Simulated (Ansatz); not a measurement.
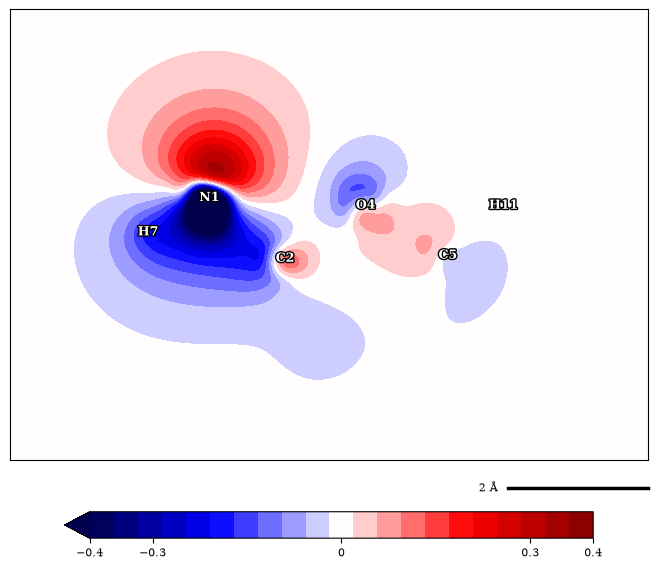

C2H5F2NO (SMILES NC(F)OCF). The HOMO on the plane of atoms C2, O4 and C5 (values in Å⁻³ᐟ²; the overall sign is arbitrary).

Geometry: PBE0-D4/def2-TZVP.

These are results of RKS PBE0-D4/def2-TZVPP in Ansatz 0.2.0, not measurements.

Input file:

```
crystal:
  periodic: [false, false, false]
  atoms:
    - {symbol: N, position_ang: [-0.004132, -1.846916, -0.470830]}
    - {symbol: C, position_ang: [0.279977, -0.620889, 0.130346]}
    - {symbol: F, position_ang: [1.605468, -0.200414, -0.083092]}
    - {symbol: O, position_ang: [-0.552668, 0.328073, -0.435869]}
    - {symbol: C, position_ang: [-0.489215, 1.581956, 0.133424]}
    - {symbol: F, position_ang: [-1.098155, 1.580868, 1.367329]}
    - {symbol: H, position_ang: [0.588856, -2.583263, -0.117523]}
    - {symbol: H, position_ang: [0.065246, -1.787627, -1.478638]}
    - {symbol: H, position_ang: [0.174063, -0.673332, 1.217423]}
    - {symbol: H, position_ang: [0.542231, 1.912913, 0.279579]}
    - {symbol: H, position_ang: [-1.046171, 2.251931, -0.521550]}
basis:
  gaussian: {orbitals: def2-TZVPP}
hamiltonian: {xc: pbe0, dispersion: d4}
output: {orbitals: {seedname: orbitals}}
```

Launched as:

```sh
ansatz run in.yaml --threads 4 --pin off --events-out ev --progress --plain --max-ram 10444MiB
```

Where does this orbital lie, and at what energy?

By Hirshfeld shares it lies mainly on N1 (about 70 %), F3 (about 10 %) and C2 (about 5 %); largely a lone pair of N1. Its energy is −8.20 eV.
